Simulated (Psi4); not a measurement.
# BLYP/6-311+G(d,p) run of B2H4Cl− (SMILES [BH3-]BCl)

What is the vertical singlet–triplet gap of B2H4Cl− at BLYP/6-311+G**? 

The results are computed with Psi4 1.11.

4 further runs of the same task are left out: 4 set aside as unsound or not needed.

## 1. The molecule

The species is B2H4Cl− (7 atoms), meant as a singlet with charge -1. As SMILES, `[BH3-]BCl`. The coordinates come from a GFN2-xTB relaxation.

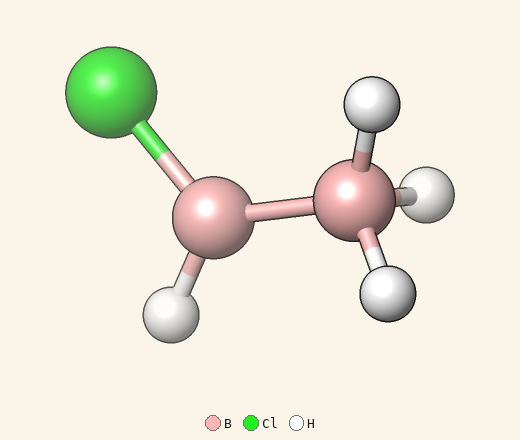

Viewed from a chosen angle; boron pink, chlorine green, hydrogen white.

## 2. Energy and forces at BLYP/6-311+G(d,p)

Contents of b2clh4.dat:

```
memory 1600 MB

molecule system {
  -1 1
  B
  B 1 r2
  Cl 2 r3 1 a3
  H 1 r4 2 a4 3 d4
  H 1 r5 4 a5 2 d5
  H 1 r6 5 a6 4 d6
  H 2 r7 1 a7 6 d7

  r2 = 1.66499
  r3 = 1.765743
  a3 = 125.40552
  r4 = 1.239615
  a4 = 101.61554
  d4 = -90.66767
  r5 = 1.225842
  a5 = 105.99388
  d5 = 118.92464
  r6 = 1.221096
  a6 = 109.49017
  d6 = -115.48732
  r7 = 1.200173
  a7 = 125.80301
  d7 = -163.42367
  symmetry c1
}

set {
  puream               true
  e_convergence        1e-09
  d_convergence        1e-08
  scf_type             pk
  dft_radial_points    99
  dft_spherical_points 590
}

result = gradient('blyp/6-311+G**')
```

Run with:

```
$ psi4 b2clh4.dat b2clh4.out -n 1
```

b2clh4.out:

```text
[...]
  Running in c1 symmetry.
[...]
  Nuclear repulsion =   73.711133982590354
[...]
  Multiplicity = 1
[...]
  Nalpha       = 16
  Nbeta        = 16
[...]
    Number of basis functions: 98
[...]
   @RKS iter   1:  -511.62522198192931    7.62674e-02   1.03340e-02 DIIS/ADIIS
[...]
   @RKS iter  13:  -512.33312110306144   -2.84217e-12   3.83283e-09 DIIS
[...]
    Orbital Energies [Eh]
    ---------------------
    Doubly Occupied:
       1A   -100.569917     2A     -9.000773     3A     -6.831179
       4A     -6.827507     5A     -6.824603     6A     -6.352952
       7A     -6.235117     8A     -0.579574     9A     -0.273646
      10A     -0.215525    11A     -0.161181    12A     -0.132621
      13A     -0.104526    14A     -0.059465    15A     -0.046251
      16A     -0.018771
[...]
  @RKS Final Energy:  -512.33312110306144
   => Energetics <=
    Nuclear Repulsion Energy =             73.7111339825903542
    One-Electron Energy =                -856.4918602855502741
    Two-Electron Energy =                 308.4530807316326673
    DFT Exchange-Correlation Energy =     -38.0054755317342270
    Empirical Dispersion Energy =           0.0000000000000000
    VV10 Nonlocal Energy =                  0.0000000000000000
    Total Energy =                       -512.3331211030614440
[...]
 Multipole Moments:
 ------------------------------------------------------------------------------------
     Multipole            Electronic (a.u.)      Nuclear  (a.u.)        Total (a.u.)
 ------------------------------------------------------------------------------------
 L = 1.  Multiply by 2.5417464519 to convert [e a0] to [Debye]
 Dipole X            :         -0.4228418            0.4075022           -0.0153396
 Dipole Y            :         -4.0151285            3.0316487           -0.9834798
 Dipole Z            :          7.1026762           -4.7778567            2.3248194
 Magnitude           :                                                    2.5243322
[...]
  -Total Gradient:
     Atom            X                  Y                   Z
    ------   -----------------  -----------------  -----------------
       1        0.005996224617     0.000477798537     0.000650407507
       2       -0.004444751135    -0.023045973464     0.024164678886
       3        0.001357407280     0.029359969991    -0.020516219495
       4       -0.005081499707    -0.000690343875    -0.001279457590
       5        0.000741928983    -0.005068919258     0.000401004746
       6        0.001118815421     0.005278620137     0.000707221708
       7        0.000307876908    -0.006306996743    -0.004128513898
[...]
```

It took 26 s on 1 thread of Intel Xeon Platinum 8488C (Sapphire Rapids), shared host; peak memory 0.72 GiB.

## 3. The triplet: a single-point energy at UBLYP/6-311+G(d,p)

Contents of job.json:

```json
{
  "schema_name": "qcschema_input",
  "schema_version": 1,
  "molecule": {
    "schema_name": "qcschema_molecule",
    "schema_version": 2,
    "symbols": ["B", "B", "Cl", "H", "H", "H", "H"],
    "geometry": [-1.23315968, 0.79542352, -0.09134936, 1.57599379, -0.61828059, 0.00748332, 2.68643466, -2.54011316, 2.49897383, -2.54168164, -0.82947639, -1.15668246, -1.28471141, 2.65878797, -1.46663534, -2.25457555, 1.29249708, 1.91722164, 3.05169982, -0.75883842, -1.70901162],
    "molecular_charge": -1,
    "molecular_multiplicity": 3,
    "fix_symmetry": "c1"
  },
  "driver": "energy",
  "model": {
    "method": "blyp",
    "basis": "6-311+G**"
  },
  "keywords": {
    "reference": "uks",
    "puream": true,
    "e_convergence": 1e-09,
    "d_convergence": 1e-08,
    "scf_type": "pk",
    "dft_radial_points": 99,
    "dft_spherical_points": 590,
    "maxiter": 200,
    "scf_properties": ["LOWDIN_CHARGES", "MAYER_INDICES", "MULLIKEN_CHARGES"]
  }
}
```

Run with:

```
$ psi4 --qcschema job.json -n 1 --memory 1600MB
```

stdout, cut to the lines that bear on the results:

```text
[...]
  Running in c1 symmetry.
[...]
  Nuclear repulsion =   73.711127448241228
[...]
  Multiplicity = 3
[...]
  Nalpha       = 17
  Nbeta        = 15
[...]
    Number of basis functions: 98
[...]
   @UKS iter   1:  -511.13571450698743    5.65775e-01   1.21495e-02 DIIS/ADIIS
[...]
   @UKS iter  16:  -512.20703696802627   -5.11591e-12   8.44887e-09 DIIS
[...]
   @S^2 Observed:                2.003658566E+00
[...]
  @UKS Final Energy:  -512.20703696802627
   => Energetics <=
    Nuclear Repulsion Energy =             73.7111274482412284
    One-Electron Energy =                -855.9992943913132422
    Two-Electron Energy =                 308.0542409698000483
    DFT Exchange-Correlation Energy =     -37.9731109947543288
    Empirical Dispersion Energy =           0.0000000000000000
    VV10 Nonlocal Energy =                  0.0000000000000000
    Total Energy =                       -512.2070369680262729
[...]
 Multipole Moments:
 ------------------------------------------------------------------------------------
     Multipole            Electronic (a.u.)      Nuclear  (a.u.)        Total (a.u.)
 ------------------------------------------------------------------------------------
 L = 1.  Multiply by 2.5417464519 to convert [e a0] to [Debye]
 Dipole X            :          4.7320506           -3.7383066            0.9937439
 Dipole Y            :         -4.3452699            2.9927050           -1.3525650
 Dipole Z            :          4.0326587           -3.0419806            0.9906781
 Magnitude           :                                                    1.9489490
[...]
  Mulliken Charges: (a.u.)
   Center  Symbol    Alpha    Beta     Spin     Total
       1     B     2.71648  2.46972  0.24676 -0.18620
       2     B     3.48737  2.04577  1.44161 -0.53314
       3    CL     8.55983  8.45525  0.10458 -0.01509
       4     H     0.59792  0.46936  0.12856 -0.06729
       5     H     0.54903  0.54309  0.00594 -0.09212
       6     H     0.55464  0.53898  0.01567 -0.09362
       7     H     0.53472  0.47783  0.05689 -0.01255
   Total alpha = 17.00000, Total beta = 15.00000, Total charge = -1.00000
  Lowdin Charges: (a.u.)
[...]
```

The result, in JSON:

```text
{
 "driver": "energy",
 "model": {
  "method": "blyp",
  "basis": "6-311+G**"
 },
 "success": true,
 "return_result": -512.2070369680263,
 "properties": {
  "calcinfo_nbasis": 98,
  "calcinfo_nmo": 98,
  "calcinfo_nalpha": 17,
  "calcinfo_nbeta": 15,
  "calcinfo_natom": 7,
  "nuclear_repulsion_energy": 73.71112744824123,
  "return_energy": -512.2070369680263,
  "scf_one_electron_energy": -855.9992943913132,
  "scf_two_electron_energy": 308.05424096980005,
  "scf_xc_energy": -37.97311099475433,
  "scf_dipole_moment": [0.9937439316443895, -1.3525649823671002, 0.9906780873831016],
  "scf_total_energy": -512.2070369680263,
  "scf_iterations": 16
 }
}
```

Wall time 33 s (1 thread of Intel Xeon Platinum 8488C (Sapphire Rapids), shared host); peak memory 0.72 GiB.

## 4. Outcome

At BLYP/6-311+G**:

| quantity | value |
| --- | --- |
| singlet: total energy | -512.33312 Eh |
| singlet: HOMO energy | -0.51 eV |
| singlet: LUMO energy | 3.18 eV |
| singlet: HOMO–LUMO gap (to an unbound level, set by the basis) | 3.69 eV |
| singlet: largest force on an atom | 1.843 eV/Å |
| triplet: total energy | -512.20704 Eh |
| triplet: HOMO energy (highest over α and β) | 2.63 eV |
| triplet: ⟨S²⟩ | 2.004 |
| vertical energy of the triplet above the singlet | 3.431 eV |

**Reading.** At this shape the triplet lies 3.43 eV (79 kcal/mol) above the singlet. The largest force (singlet) is 1.84 eV/Å: the shape isn't a stationary point for this species at this level. Mulliken charges (triplet) run from -0.53 on B2 to -0.01 on H7; in a basis this large or diffuse they mean little. The HOMO (triplet) lies at positive energy, 2.63 eV, as semi-local functionals often give for anions; only total energies tell whether the electron is bound.
